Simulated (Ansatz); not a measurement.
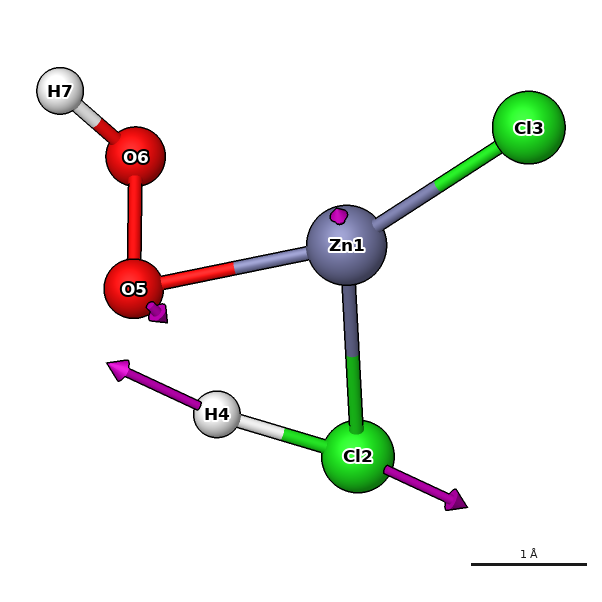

Arrows show the forces on the atoms, 1 Å of arrow for 1 eV/Å; forces under a tenth of the largest aren't drawn. Level of theory: PBE0-D4/def2-SVP (Ansatz 0.2.0).

### On which atom is the force largest, and how large is it?

On H4: 0.98 eV/Å.

### Along which bond is the force strongest?

Cl2–H4, now 1.334 Å: the forces push its atoms apart, so a first step downhill lengthens it.

List the force components in the frame of the picture (x right, y up, z towards the viewer), in eV/Å.

```csv
atom,Fx,Fy,Fz
Zn1,−0.03,0.12,0.14
Cl2,0.72,−0.34,−0.34
Cl3,−0.01,−0.02,−0.02
H4,−0.82,0.38,0.40
O5,0.16,−0.16,−0.15
O6,0.00,0.02,−0.02
H7,−0.03,0.00,0.00
```
